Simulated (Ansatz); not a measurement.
Electronic density of states of amorphous In₉Ga₉Zn₉O₃₈Ti, density 5.70 g/cm³, on a 2×2×2 Γ-centred mesh with a Gaussian width of 0.1 eV; energies count from the Fermi level, whose place inside the gap is arbitrary. Cell and mesh are small, so fine structure isn't converged. The numbers are results of PBE, scalar-relativistic without spin-orbit coupling (plane waves to 420 eV, PAW; Ansatz, a first-principles code), not measurements. Sampling: a 2×2×2 Γ-centred mesh; Fermi-Dirac width 0.02 eV; no spin polarisation. At PBE the levels at the filled edge of the gap are localised (band-tail or defect states).

It comes from a melt-quench run on a machine-learned potential (CHGNet), relaxed afterwards by DFT. O atoms were pushed apart under 1.9 Å during the dynamics, to hinder bonds among them. The hot cell started wider than the set density and was brought back towards it in steps. It is the lowest in DFT energy of 2 quenches. It is a model cell: composition and starting density were chosen by hand, and all elements were melted together. No dispersion term was used. Its density started from a set value of 5.79 and ended at 5.70 g/cm³. Cooling (nominally 210 K/ps over its main leg) ran many orders faster than in experiment, which tends to leave more defects and strain. A cell of this size samples the disorder only roughly. Volume and shape were free in the relaxation.

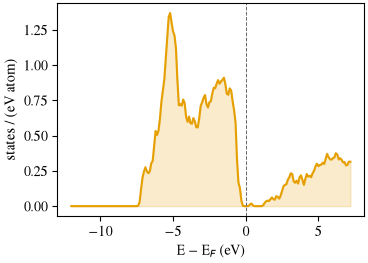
*Density of states per atom*

The level gap on this mesh is 0.75 eV; the broadening fills part of it in the curve.
